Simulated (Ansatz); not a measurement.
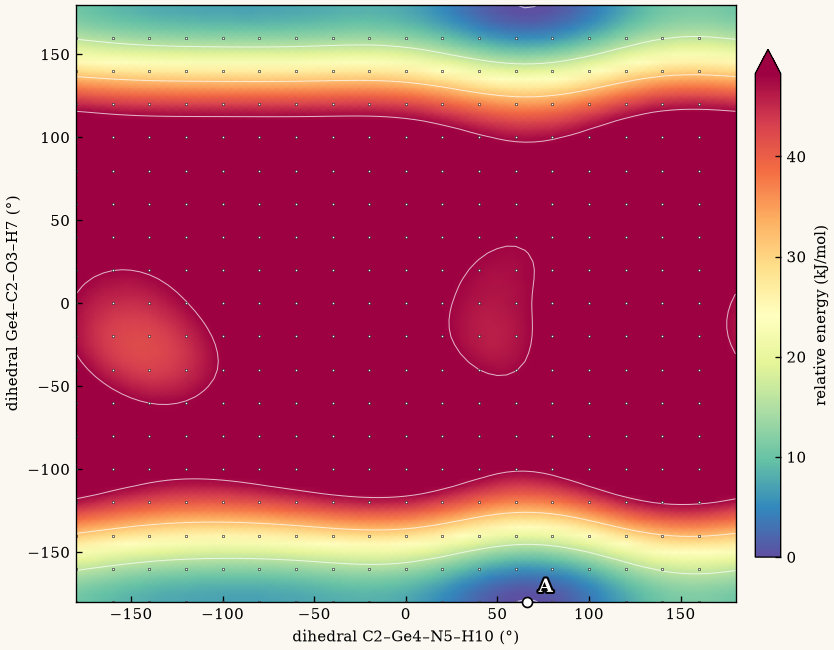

CH₆GeN₂O, SMILES N=[C](O)[GeH2][NH2]. The first coordinate is: dihedral C2–Ge4–N5–H10; the second: dihedral Ge4–C2–O3–H7. Nothing is relaxed (all other coordinates rigid). Grid: 18 × 18 points. Points are written as (first, second). All energies are given in kJ/mol relative to the lowest grid point. Computed with RHF/def2-SVP in Ansatz 0.2.0.

The picture shows a smooth colour map with a few white contour lines, dots at the grid points, one colour for all values above the top of the scale, the well A. Between grid points the surface is interpolated.

### Estimate the position of the minimum and the force constants in these coordinates. Take the well at A.

The interpolated minimum is at dihedral C2–Ge4–N5–H10 ≈ 66°, dihedral Ge4–C2–O3–H7 ≈ −180°. The curvatures there are about 0.23 eV/rad² and 1 eV/rad², with a cross term of about 0 eV/rad². Round the minimum the two coordinates are nearly uncoupled. (1 eV is 96.5 kJ/mol.)
